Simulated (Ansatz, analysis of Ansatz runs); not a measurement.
# Migration in LaOF (R-3m): Na_i hop between interstitial places, charge +1, part 4 of 4

Aim: the barrier of one jump in LaOF (R-3m) at charge +1: Na_i hop between interstitial places. The model is a cell of 36 host atoms with 1 Na put in; Na is the atom that moves.

Ansatz 0.2.0; plane-wave PAW DFT, PBEsol; nudged elastic band between two relaxed defect structures at fixed charge in a uniform background.

So far: Starting point; Relaxation of the start point, charge +1; Relaxation of the end point, charge +1; Nudged elastic band, charge +1.

## Step 4: Nudged elastic band, charge +1 (continued)

Images along the path:

```tsv
image	path (Å)	energy (eV)	Na37: x, y, z (Å)
0	0.000	0.0000	-10.037, 5.793, 3.343
1	1.372	1.3516	-9.281, 6.051, 3.144
2	2.745	2.7907	-8.168, 6.279, 2.742
3	4.228	1.4254	-6.879, 6.109, 3.145
4	5.711	0.0001	-6.036, 5.788, 3.351
```

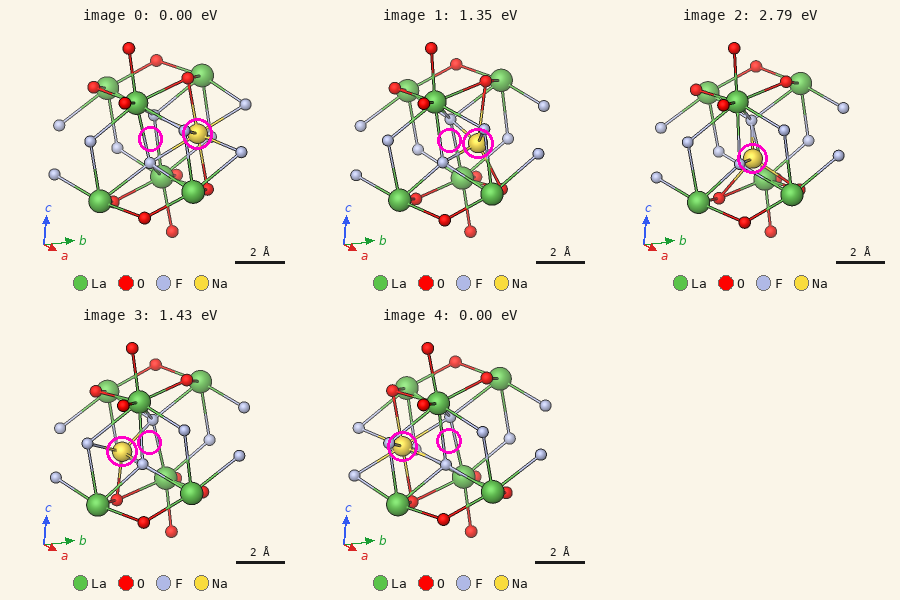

Images along the path; Na37 is ringed. A ring with no atom in it marks the empty centre.

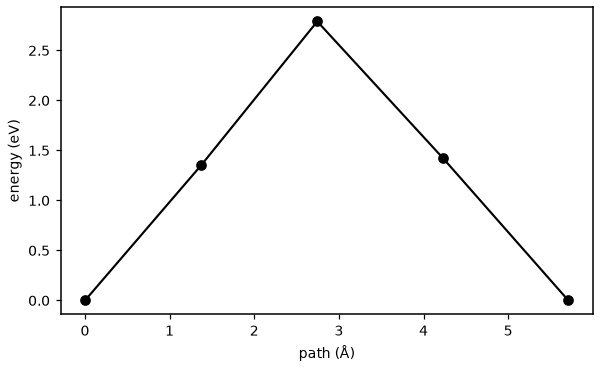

Energy along the path.

This step gave:

| Property | Result |
| --- | --- |
| free energy | -91829.4334 eV |
| barrier forward | 2.791 eV |
| barrier backward | 2.791 eV |
| end less start | 1.06e-4 eV |
| hop length | 4.000 Å |

Track of the atom that was set to move:

```tsv
image	x (Å)	y (Å)	z (Å)	nearest neighbour	distance (Å)
0	-10.04	5.793	3.343	F	2.368
1	-9.281	6.051	3.144	F	2.089
2	-8.168	6.279	2.742	F	1.984
3	-6.879	6.109	3.145	F	2.07
4	-6.036	5.788	3.351	F	2.371
```

The band met its tolerance of 0.05 eV/Å after 13 iterations, with image 2 on top (the start counts as 0). Na37, which moves farthest between the ends, has 6 F at 2.37 Å and 2 O at 2.40 Å nearest at the start and 2 F at 1.98 to 2.07 Å at the top. In at least one step between neighbouring images a covalent bond changes partner or an atom goes far. The images sample such a step coarsely, so the top may lie higher.

## Step 5: Single point at the start point, PBEsol, denser k-mesh

Three single points on a mesh of more k-points (start, top, end) test the sampling. The start is shown; top and end are run alike.

This step: plane-wave PAW DFT, PBEsol; single point of a defect supercell on a structure of the PBEsol path.

qp1.start.mesh/input.yaml

```yaml
crystal:
  lattice:
    - [-4.01323029, 6.95111876, 0.0]
    - [-12.03969086, 0.0, 0.0]
    - [-2.00661514, 1.15851979, 6.68937331]
  atoms:
    - { symbol: La, position: [0.13057784, 0.08472454, 0.22590794] }
    - { symbol: La, position: [0.37290374, 0.24777384, 0.77175684] }
[... 2 atom lines left out ...]
    - { symbol: F, position: [0.06483214, 0.0432498, 0.61068471] }
    - { symbol: F, position: [0.43773493, 0.29029434, 0.3863643] }
[... 4 atom lines left out ...]
    - { symbol: F, position: [0.05687448, 0.37957619, 0.6092636] }
    - { symbol: F, position: [0.44358284, 0.62093219, 0.39009755] }
[... 7 atom lines left out ...]
    - { symbol: La, position: [0.87659945, 0.23918725, 0.78059423] }
[... 1 atom line left out ...]
    - { symbol: O, position: [0.81169116, 0.20746026, 0.12998473] }
[... 1 atom line left out ...]
    - { symbol: F, position: [0.93063081, 0.29670113, 0.38944104] }
    - { symbol: La, position: [0.62799807, 0.4160963, 0.21246138] }
[... 1 atom line left out ...]
    - { symbol: O, position: [0.69179266, 0.45839964, 0.85881346] }
    - { symbol: O, position: [0.80862138, 0.54208065, 0.14049885] }
    - { symbol: F, position: [0.56861327, 0.37956237, 0.60753203] }
[... 7 atom lines left out ...]
    - { symbol: Na, position: [0.75014492, 0.50029298, 0.49967767] }
total_charge: 1
basis:
  ecutwfc: 420
  xc_grid: 2
hamiltonian:
  xc: pbesol
kpoints:
  mp_grid: { grid: [2, 2, 2], shift: [0.5, 0.5, 0.5] }
scf:
  occupations: { method: fixed }
  max_iter: 80
output:
  forces: true
  eigenvalues: true
checkpoint:
  write: "../qp1.start.mesh.run"
  compress: false
  write_wavefunctions: false
  write_every: 100000
```

The run is started by

```sh
$ ansatz run input.yaml --threads 4 --pin off --max-ram 7536MiB --backend cpu --events-out ev --progress --plain --runs-dir out
```

Numbers of over 12 decimals in the logs are rounded to 6 here.

The log of the run:

```text
[...]
Crystal: 37 atoms, lattice volume = 559.829 Å³
Basis set: ecut = 420 eV, 10937 PW (Γ), exchange–correlation on 108×162×96 points (8 copies of the dense FFT grid, shifted against one another)
Bands: 185, of which v1, the nominal top of the filled ones, is band 148 counted from 1 (147 counted from 0)
Symmetry: 1 space group operations
[...]
k-points: 4 of 8 (time reversal used)
[...]
SCF iter   1: F=—  HF=-91833.100668 eV  |F-HF|=—  |Δ(HF+E_count)|=         —  Δρ=9.56e-3  dr2=5.44e-1  ethr=1.77e-3  ⟨swp⟩=5.0  Hψ=2383  notcnv=0  defer=134
[...]
SCF iter   3: F=—  HF=-91832.988395 eV  |F-HF|=—  |Δ(HF+E_count)|=   1.24e-2  Δρ=9.99e-4  dr2=1.15e-2  ethr=2.12e-5  ⟨swp⟩=3.0  Hψ=1171  notcnv=0  defer=88
[...]
Internal energy: -91832.986798 eV  (E = F + TS)
E sigma→0 (E₀):  -91832.986798 eV
Fermi energy:    8.665348 eV
[...]
--- Forces (eV/Å), atoms counted from 1 ---
  atom   1  La    -0.13081991    -0.06160869     0.03970002
  atom   2  La     0.11321777     0.02694748    -0.03140669
  [... 3 atoms left out ...]
  atom   6  F      0.02889770    -0.02473108    -0.03291007
  [... 4 atoms left out ...]
  atom  11  F     -0.00795177     0.04314365     0.02604238
  atom  12  F      0.00861866    -0.04379968    -0.02624038
  [... 7 atoms left out ...]
  atom  20  La     0.11880983     0.02308247    -0.01878630
  [... 3 atoms left out ...]
  atom  24  F      0.03721594    -0.00347871    -0.03895348
  atom  25  La    -0.13602927    -0.05858460     0.05185171
  [... 1 atom left out ...]
  atom  27  O     -0.09939421    -0.09547794     0.00979470
  atom  28  O      0.10034750     0.09536216    -0.00892182
  atom  29  F     -0.03032422     0.03838868    -0.00344416
  [... 7 atoms left out ...]
  atom  37  Na     0.00098671     0.00119326    -0.00065005
  max |Σ_I F_I| component: 4.50e-6 eV/Å
--- Band table (eV) ---
[...]
[... further k-points left out ...]
[key lines of the parts left out:]
SCF converged after 9 iterations
Free energy (F): -91832.986798 eV
```

It took 12 s on 4 threads of Intel Xeon 6975P-C (Granite Rapids), shared host; peak memory 2.2 GiB; 40 s of CPU time.

This step gave:

* free energy: -91832.9868 eV

## Step 6: Barrier from single points, PBEsol, denser k-mesh

Analysis of the runs above: barrier from PBEsol single points on the PBEsol path.

It gives:

```
barrier forward  : 2.835 eV
barrier backward : 2.836 eV
end less start   : -0.001381 eV
```

This gives 2.835 eV against the band's 2.791 eV (backward 2.836 against 2.791 eV), so the sampling was enough for this path.

## Step 7: Results

- barrier forward: 2.79 eV (in doubt, see below)
- barrier backward: 2.79 eV
- end less start: 0.00 eV
- hop length: 4.00 Å
- band iterations, as the log counts them: 13
- barrier from single points, PBEsol, denser k-mesh: 2.83 eV (in doubt, see below)

What this shows: The top of the band lies 2.79 eV above the start and 2.79 eV above the end, which are alike in energy and neighbours. In at least one step between neighbouring images a covalent bond changes partner or an atom goes far. The images sample such a step coarsely, so the top may lie higher. At the top Na37 stands 1.98 Å from its nearest F, 0.38 Å closer than at the start. The order of the top as a saddle was not checked for all atoms, so a bent path could be lower. No image-charge correction is applied; it largely cancels along a path if the charge stays localised alike. What this leaves open: periodic copies of the defect are only 7.1 Å apart; spin–orbit coupling, which can matter with heavy atoms, is left out.

[Logs are printed without paths, hosts, clocks, repeated set-up lines and the standing remarks that a program may print on its own settings, such as how far it seeks lower states.]

[Hosts, paths, dates, database ids (printed as entryN), source tags and the programs' standing remarks are cut or masked in the printed files.]
